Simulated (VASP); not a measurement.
Band structure of ErPd3 (space group Pm-3m). Calculation: PBEsol GGA, VASP's PBE PAW potentials (set 64) (plane waves; VASP).

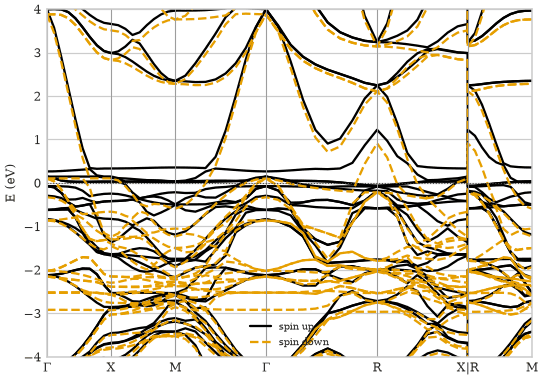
Bands along high-symmetry lines, zero at the valence-band maximum or, without a gap, the Fermi level

Question: Read the plot: is there a gap, and where are the band edges?

Answer: It has no gap at this level: it comes out as a metal or semimetal.

The structure comes from a measured ErPd3 entry of the Crystallography Open Database, whose conditions weren't checked. The cell was not relaxed at this level.
